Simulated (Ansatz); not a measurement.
# AlH3Cl− (SMILES [H][Al-]([H])([H])[Cl]): wB97M-V/STO-3G

Aim: the vertical singlet–triplet gap of AlH3Cl− at wB97M-V/STO-3G, from 2 runs. 

The calculation is run with Ansatz 0.2.0.

1 further run of the same task is left out (it didn't finish).

### 1 Starting point

The species is AlH3Cl− (5 atoms), meant as a singlet with charge -1. As SMILES, `[H][Al-]([H])([H])[Cl]`. Geometry: a GFN2-xTB relaxation, a rough one for these elements and not checked as a minimum.

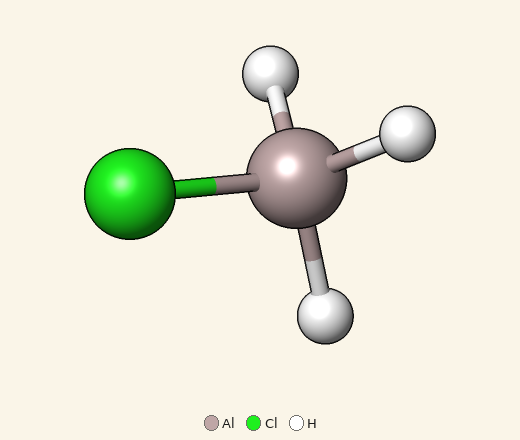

The structure, seen from a chosen angle (aluminium light grey, chlorine green, hydrogen white).

### 2 The energy at wB97M-V/STO-3G

The input, job.yaml:

```yaml
crystal:
  periodic: [false, false, false]
  atoms:
    - {symbol: Al, position_ang: [-0.002450, 0.000420, -0.134210]}
    - {symbol: Cl, position_ang: [0.013850, -0.018360, 1.961810]}
    - {symbol: H, position_ang: [1.532100, 0.011680, -0.616990]}
    - {symbol: H, position_ang: [-0.775390, 1.334390, -0.590440]}
    - {symbol: H, position_ang: [-0.768110, -1.328130, -0.620160]}
basis:
  gaussian:
    orbitals: STO-3G
total_charge: -1
hamiltonian:
  xc: {name: wB97M-V}
accuracy: high
```

Launch:

```
ansatz run job.yaml --threads 1 --pin off --max-ram 2610MiB --events-out events.jsonl --progress --plain --runs-dir runs
```

The log of the run:

```text
Warning: RAYON_NUM_THREADS=1 ignored (pool sized by the plan → 1); use --threads N
Functional definition: wB97M-V
  name "wB97M-V"
  parameter omega = 0.3/bohr
  parameter cx = 0.15
  parameter cx01 = 1.007
  parameter cx10 = 0.259
  parameter css00 = 0.443
  parameter css04 = -1.437
  parameter css10 = -4.535
  parameter css20 = -3.390
  parameter css43 = 4.278
  parameter cos00 = 1.000
  parameter cos10 = 1.358
  parameter cos20 = 2.924
  parameter cos21 = -8.812
  parameter cos60 = -1.390
  parameter cos61 = 9.142
  parameter b = 6.0
  parameter c = 0.01
  gx(w, u) = 1 - cx + cx01*u + cx10*w
  gss(w, u) = css00 + css04*u^4 + css10*w + css20*w^2 + css43*w^4*u^3
  gos(w, u) = cos00 + cos10*w + (cos20 + cos21*u)*w^2 + (cos60 + cos61*u)*w^6
  exchange = spin_sum(e_x_unif_sr(omega)*gx(b97_w, b97_u_x)) + cx*exact_x_sr(omega) + exact_x_lr(omega)
  correlation = spin_sum(e_c_pw_mod_same_spin*gss(b97_w, b97_u_same))
      + integral(e_c_pw_mod_opposite_spin*gos(b97_w_opposite, b97_u_opposite)) + vv10(b, c)
362 factors; integrals over basis functions are off by at most 1.3e-8 eV
152 factors; integrals over basis functions are off by at most 7.5e-10 eV
mean field evaluation 1: about -18952.5976 eV, gradient 1.8e1 eV
mean field evaluation 2: about -18953.8358 eV, gradient 5.9e0 eV
mean field evaluation 4: about -18953.9345 eV, gradient 5.2e-2 eV
mean field evaluation 8: about -18953.8919 eV, gradient 6.4e-4 eV
mean field -18953.89194274 eV, -696.5426814863 hartree, gradient 4.1e-8 eV, S^2 0.000000; 0 other end points of the search recorded, 0 dependent functions left out
reference -18953.89194517 eV, -696.5426815755 hartree; 17, 17 occupied and 4, 4 virtual orbitals, 362 factors
Total energy: -18953.89194517 eV, -696.5426815755 hartree
```

Run time: 6.6 s. Hardware: 1 thread of Intel Xeon 6975P-C (Granite Rapids), shared host; peak memory 0.3 GiB.

### 3 The triplet at the same level

The input, in.yaml:

```yaml
crystal:
  periodic: [false, false, false]
  atoms:
    - {symbol: Al, position_ang: [-0.002450, 0.000420, -0.134210]}
    - {symbol: Cl, position_ang: [0.013850, -0.018360, 1.961810]}
    - {symbol: H, position_ang: [1.532100, 0.011680, -0.616990]}
    - {symbol: H, position_ang: [-0.775390, 1.334390, -0.590440]}
    - {symbol: H, position_ang: [-0.768110, -1.328130, -0.620160]}
basis:
  gaussian: {orbitals: STO-3G}
magnetization: {spin_polarized: true, initial_magnetization: 2}
hamiltonian: {xc: {name: wB97M-V}}
accuracy: high
total_charge: -1
```

Launch:

```
ansatz run in.yaml --threads 1 --pin off --max-ram 2610MiB --events-out events.jsonl --progress --plain --runs-dir runs
```

The log of the run, shortened:

```text
Warning: RAYON_NUM_THREADS=1 ignored (pool sized by the plan → 1); use --threads N
[... 2 set-up lines as earlier in the session ...]
[...]
  gx(w, u) = 1 - cx + cx01*u + cx10*w
  gss(w, u) = css00 + css04*u^4 + css10*w + css20*w^2 + css43*w^4*u^3
  gos(w, u) = cos00 + cos10*w + (cos20 + cos21*u)*w^2 + (cos60 + cos61*u)*w^6
[...]
      + integral(e_c_pw_mod_opposite_spin*gos(b97_w_opposite, b97_u_opposite)) + vv10(b, c)
362 factors; integrals over basis functions are off by at most 1.3e-8 eV
152 factors; integrals over basis functions are off by at most 7.5e-10 eV
[...]
mean field -18942.14733749 eV, -696.1110752040 hartree, gradient 4.2e-8 eV, S^2 2.002428; 8 other end points of the search recorded, 0 dependent functions left out
reference -18942.14733989 eV, -696.1110752925 hartree; 18, 16 occupied and 3, 5 virtual orbitals, 362 factors
Total energy: -18942.14733989 eV, -696.1110752925 hartree
```

It took 32 s on 1 thread of Intel Xeon 6975P-C (Granite Rapids), shared host; peak memory 0.55 GiB.

### 4 Results

Level: wB97M-V/STO-3G.

| quantity | value |
| --- | --- |
| singlet: total energy | -696.54268 Eh |
| triplet: total energy | -696.11108 Eh |
| triplet: ⟨S²⟩ | 2.002 |
| vertical energy of the triplet above the singlet | 11.745 eV |

In words: At this shape the triplet lies 11.74 eV (1133 kJ/mol) above the singlet. For an anion a state so high probably lies above electron detachment. In a minimal basis such a difference can be off by several eV, whatever the method.
